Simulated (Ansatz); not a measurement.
# H2O3 (trioxidane): B3LYP/6-31G(d) (Cartesian functions)

What is the vertical ionisation energy of H2O3 (trioxidane) at B3LYP/6-31G* (Cartesian functions)? 

Program for the calculation: Ansatz 0.2.0.

27 further runs of the same task are left out: 27 set aside as unsound or not needed.

## (1) The molecule

The species is H2O3 (5 atoms), meant as a singlet with charge 0. As SMILES, `OOO`. Geometry: relaxed at PBE0-D4/def2-TZVP. This is a higher conformer, about 11 kJ/mol above the lowest found by a separate search.

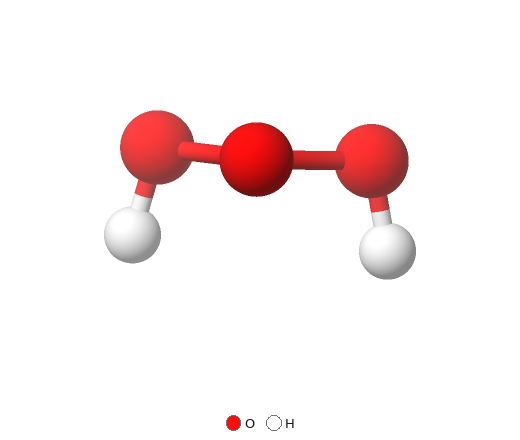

Viewed from a chosen angle; oxygen red, hydrogen white.

## (2) A single-point energy at B3LYP/6-31G(d) (Cartesian functions)

Contents of molecule.yaml:

```yaml
basis:
  gaussian:
    orbitals: "6-31G*"
crystal:
  periodic: [false, false, false]
  atoms:
    - symbol: O
      position_ang: [-0.968320, -0.699970, -0.146130]
    - symbol: O
      position_ang: [-0.133650, -0.043580, 0.770240]
    - symbol: O
      position_ang: [1.173090, -0.066850, 0.261080]
    - symbol: H
      position_ang: [-1.310410, 0.028200, -0.685190]
    - symbol: H
      position_ang: [1.239280, 0.782200, -0.199990]
hamiltonian:
  xc: {name: B3LYP}
accuracy: high
output:
  orbitals: {seedname: orbitals}
```

Run with:

```
$ ansatz run molecule.yaml --threads 1 --pin off --max-ram 3480MiB --events-out events.jsonl --progress --plain --runs-dir runs
```

The program printed:

```text
Warning: RAYON_NUM_THREADS=1 ignored (pool sized by the plan → 1); use --threads N
Functional definition: B3LYP
  name "B3LYP"
  parameter a0 = 0.2
  parameter ax = 0.72
  parameter ac = 0.81
  exchange = (1 - a0 - ax)*slater_x + ax*b88_x + a0*exact_x
  correlation = (1 - ac)*vwn_rpa_c + ac*lyp_c
975 factors; integrals over basis functions are off by at most 2.6e-9 eV
mean field evaluation 1: about -6165.2191 eV, gradient 4.1e1 eV
mean field evaluation 2: about -6162.1692 eV, gradient 6.0e1 eV
mean field evaluation 4: about -6168.0549 eV, gradient 2.2e0 eV
mean field evaluation 8: about -6168.0590 eV, gradient 2.2e-2 eV
mean field evaluation 16: about -6168.0590 eV, gradient 1.5e-6 eV
mean field -6168.05902787 eV, -226.6719884136 hartree, gradient 1.3e-8 eV, S^2 0.000000; 0 other end points of the search recorded, 0 dependent functions left out
reference -6168.05904982 eV, -226.6719892202 hartree; 13, 13 occupied and 36, 36 virtual orbitals, 975 factors
Total energy: -6168.05904982 eV, -226.6719892202 hartree
```

It took 2 s on 1 thread of Arm Neoverse V1, shared host; peak memory 0.12 GiB.

## (3) The doublet cation, same level

Contents of input.yaml:

```yaml
basis:
  gaussian: {orbitals: "6-31G*"}
crystal:
  periodic: [false, false, false]
  atoms:
    - {symbol: O, position_ang: [-0.968320, -0.699970, -0.146130]}
    - {symbol: O, position_ang: [-0.133650, -0.043580, 0.770240]}
    - {symbol: O, position_ang: [1.173090, -0.066850, 0.261080]}
    - {symbol: H, position_ang: [-1.310410, 0.028200, -0.685190]}
    - {symbol: H, position_ang: [1.239280, 0.782200, -0.199990]}
output: {orbitals: {seedname: orbitals}}
magnetization: {spin_polarized: true, initial_magnetization: 1}
accuracy: high
hamiltonian: {xc: {name: B3LYP}}
total_charge: 1
```

Run with:

```
$ ansatz run input.yaml --threads 1 --pin off --max-ram 3480MiB --events-out events.jsonl --progress --plain --runs-dir runs
```

The program printed:

```text
Warning: RAYON_NUM_THREADS=1 ignored (pool sized by the plan → 1); use --threads N
Functional definition: B3LYP
  name "B3LYP"
  parameter a0 = 0.2
  parameter ax = 0.72
  parameter ac = 0.81
  exchange = (1 - a0 - ax)*slater_x + ax*b88_x + a0*exact_x
  correlation = (1 - ac)*vwn_rpa_c + ac*lyp_c
975 factors; integrals over basis functions are off by at most 2.6e-9 eV
mean field evaluation 1: about -6149.8416 eV, gradient 4.6e1 eV
mean field evaluation 2: about -6128.9189 eV, gradient 8.8e1 eV
mean field evaluation 4: about -6156.4926 eV, gradient 3.9e0 eV
mean field evaluation 8: about -6156.6300 eV, gradient 1.4e-1 eV
mean field evaluation 16: about -6156.6314 eV, gradient 6.6e-3 eV
mean field evaluation 32: about -6156.6314 eV, gradient 2.7e-7 eV
mean field -6156.63139732 eV, -226.2520307368 hartree, gradient 5.1e-8 eV, S^2 0.753388; 4 other end points of the search recorded, 0 dependent functions left out
reference -6156.63141693 eV, -226.2520314575 hartree; 13, 12 occupied and 36, 37 virtual orbitals, 975 factors
Total energy: -6156.63141693 eV, -226.2520314575 hartree
```

Wall time 6.3 s (1 thread of Arm Neoverse V1, shared host); peak memory 0.16 GiB.

## (4) Outcome

Level: B3LYP/6-31G* (Cartesian functions).

| quantity | value |
| --- | --- |
| singlet H2O3: total energy | -226.67199 Eh |
| singlet H2O3: HOMO energy | -7.95 eV |
| singlet H2O3: LUMO energy | 0.53 eV |
| singlet H2O3: HOMO–LUMO gap | 8.48 eV |
| doublet cation: total energy | -226.25203 Eh |
| doublet cation: HOMO energy (highest over α and β) | -17.56 eV |
| doublet cation: LUMO energy (lowest over α and β) | -14.88 eV |
| doublet cation: ⟨S²⟩ | 0.753 |
| vertical ionisation energy (to the doublet cation) | 11.428 eV |

The vertical ionisation energy comes to 11.43 eV (264 kcal/mol). −ε(HOMO) before ionisation, 7.95 eV, is 3.48 eV below this ionisation energy.
